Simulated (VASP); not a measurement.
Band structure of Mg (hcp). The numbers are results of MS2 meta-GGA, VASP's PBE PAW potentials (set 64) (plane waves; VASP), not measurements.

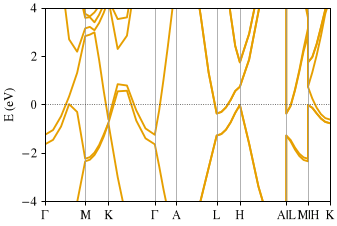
Figure. Bands along high-symmetry lines, zero at the valence-band maximum or, without a gap, the Fermi level

Question: Read the plot: is there a gap, and where are the band edges?

Answer: It has no gap at this level: it comes out as a metal or semimetal.

The compound is Mg in the hcp structure. It was relaxed first.
